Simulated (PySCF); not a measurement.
**C2HClN2S: excited-state calculation**

C2HClN2S, SMILES Clc1cnsn1, computed with TDDFT PBE0/def2-SVPD, vertical, gas phase, core orbitals frozen in the response (PySCF 2.14.0).

The geometry comes from this level: GFN2-xTB, MD frame at 250 fs, 300 K. It belongs to a series of runs on one base structure; here: MD frame at 250 fs, 300 K.

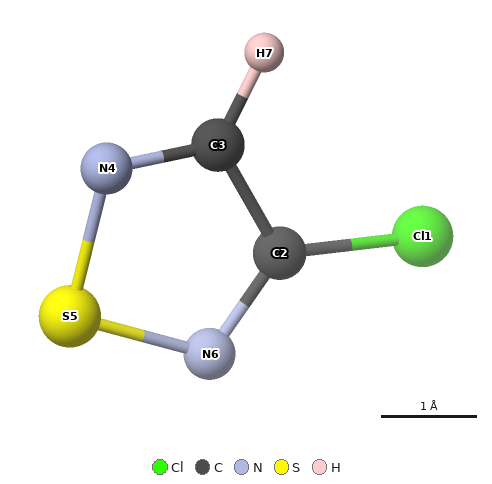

*The structure (ball-and-stick view, seen at a tilt; atoms are numbered from 1 in the order of the input).*

Summary:

```json
{"quantity": "outcome", "value": "converged"}
{"quantity": "total energy", "value": "−1043.790320 hartree"}
{"quantity": "HOMO", "value": "−7.82 eV"}
{"quantity": "LUMO", "value": "−1.95 eV"}
{"quantity": "dipole moment", "value": "0.93 D"}
{"quantity": "mean polarisability", "value": "66.62 a.u."}
{"quantity": "lowest excitation", "value": "5.12 eV"}
{"quantity": "hardware", "value": "1 CPU thread, shared host"}
{"quantity": "wall time", "value": "12 s"}
{"quantity": "peak memory", "value": "0.6 GiB"}
```

Input:
```
{"job": {"kind": "uv", "xc": "PBE0", "basis": "def2-SVPD", "nstates": 5, "ntriplets": 0}, "charge": 0, "multiplicity": 1}
Cl     1.922200    -0.874000     0.256900
C      0.237800    -0.614600     0.248600
C     -0.372700     0.471200     1.036400
N     -1.603300     0.633600     0.807700
S     -2.034200    -0.437300    -0.415800
N     -0.612300    -1.232500    -0.503600
H      0.207200     1.094500     1.722700
```

The first line tells a small driver script what to run in PySCF; the rest is the geometry in Å.

Launched with:
```bash
OMP_NUM_THREADS=1 python <driver script> task.json out
```

What the program printed:
```
coarse grid: 8168 points
cycle   1  E = -1043.6607112250  dE =  1.206e+00  |g| = 3.401e-01  |ddm| = 4.318e+00
cycle   2  E = -1043.6348328793  dE =  2.588e-02  |g| = 4.955e-01  |ddm| = 1.351e+00
cycle   3  E = -1043.6882708761  dE = -5.344e-02  |g| = 7.758e-02  |ddm| = 7.446e-01
cycle   4  E = -1043.6893183510  dE = -1.047e-03  |g| = 4.098e-02  |ddm| = 1.455e-01
cycle   5  E = -1043.6897755579  dE = -4.572e-04  |g| = 9.142e-03  |ddm| = 6.640e-02
cycle   6  E = -1043.6897926583  dE = -1.710e-05  |g| = 3.907e-03  |ddm| = 1.404e-02
cycle   7  E = -1043.6897959332  dE = -3.275e-06  |g| = 1.711e-03  |ddm| = 6.884e-03
final grid: 73264 points
cycle   8  E = -1043.7902978603  dE = -9.414e-07  |g| = 9.164e-03  |ddm| = 3.843e-02
cycle   9  E = -1043.7902463714  dE =  5.149e-05  |g| = 1.654e-02  |ddm| = 3.224e-02
cycle  10  E = -1043.7903186029  dE = -7.223e-05  |g| = 2.215e-03  |ddm| = 2.202e-02
cycle  11  E = -1043.7903196810  dE = -1.078e-06  |g| = 2.732e-04  |ddm| = 2.543e-03
cycle  12  E = -1043.7903196972  dE = -1.618e-08  |g| = 1.387e-04  |ddm| = 5.448e-04
cycle  13  E = -1043.7903197014  dE = -4.173e-09  |g| = 5.103e-05  |ddm| = 2.367e-04
cycle  14  E = -1043.7903197019  dE = -5.775e-10  |g| = 1.187e-05  |ddm| = 7.933e-05
```

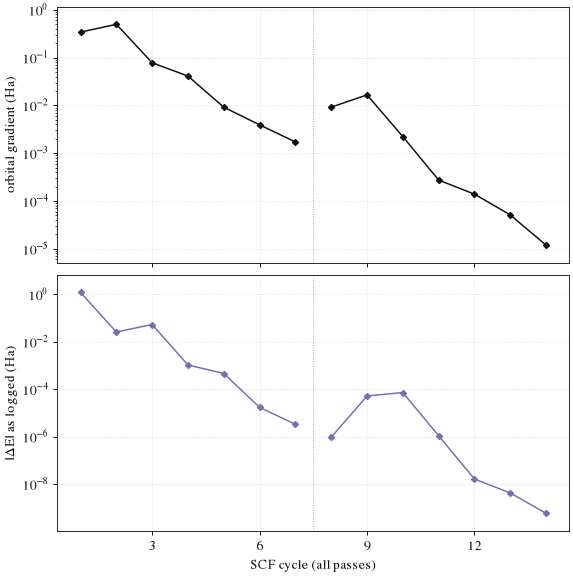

*Convergence of the self-consistent field: orbital gradient and size of the energy change against the SCF cycle. The dotted line marks the change from a coarse to the final integration grid.*

The first 7 cycles use a coarse grid, the final grid takes over at cycle 8, and the field converges after 14 cycles in all.

```
converged SCF energy = -1043.7903197019

Static polarisability (au): isotropic 66.615, principal 43.151 62.566 94.128

Singlet excitations
state   eV       nm        f      main configurations
  1   5.1198    242.2   0.14333   H->L 0.91
  2   5.3252    232.8   0.00762   H-1->L 0.92
  3   5.6325    220.1   0.00352   H->L+1 0.95
  4   6.0413    205.2   0.00421   H-2->L 0.57, H-3->L 0.32
  5   6.7193    184.5   0.00248   H->L+2 0.32, H-3->L 0.27, H-4->L 0.17
```

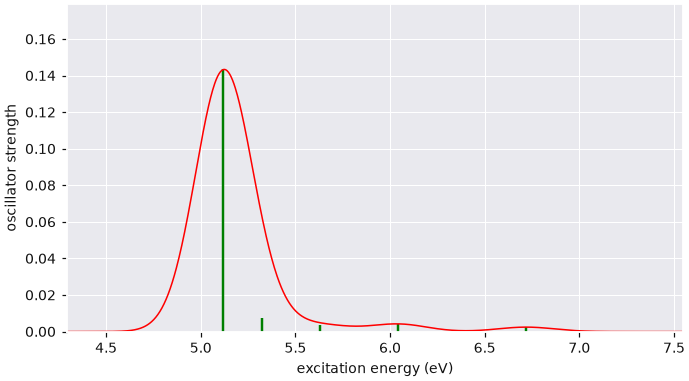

*Computed excitations as sticks (degenerate states added up, dark ones marked on the axis), with a Gaussian envelope of 0.35 eV full width at half maximum, scaled to the tallest.*

Of the 5 states the lowest lies at 5.12 eV (f = 0.143); the strongest line is at 5.12 eV, or 242 nm (f = 0.143).

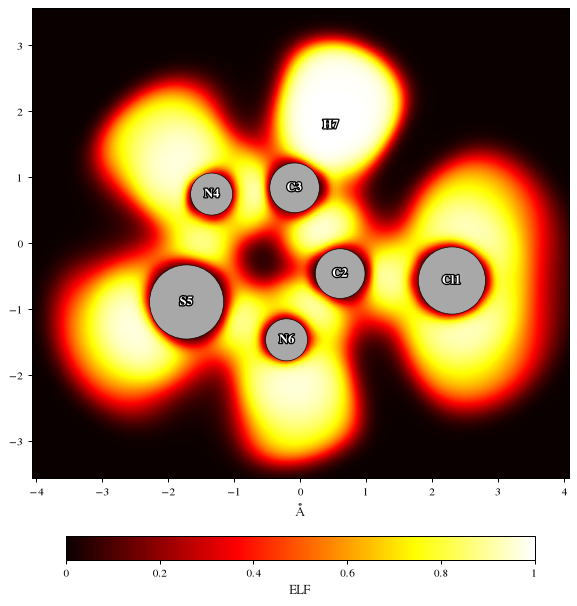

*Electron localisation function on the molecular plane. Grey discs, where drawn, cover atomic cores.*

Atoms in the plane: Cl, C, N, S and H. C–N (1.26 Å): the ELF peaks at about 0.90 between the atoms (a double or triple bond). S–N (1.63 Å): the ELF peaks at about 0.90 between the atoms, as expected for localised, shared-pair bonding. C–Cl (1.70 Å): the ELF peaks at about 0.90 between the atoms (a shared electron pair).

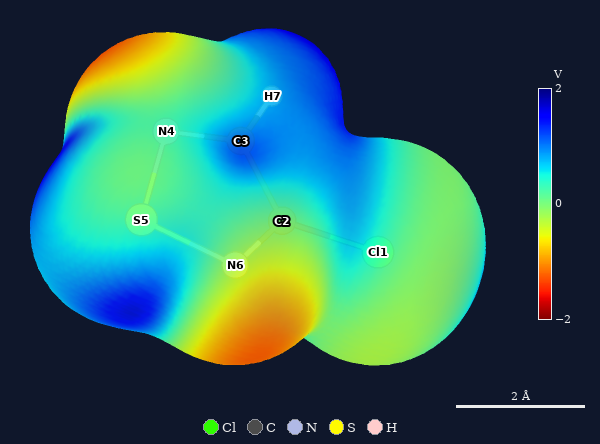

*The molecular electrostatic potential painted on the density surface at 0.004 e/bohr³, seen at a tilt; the colour scale runs from red (negative) to blue (positive).*
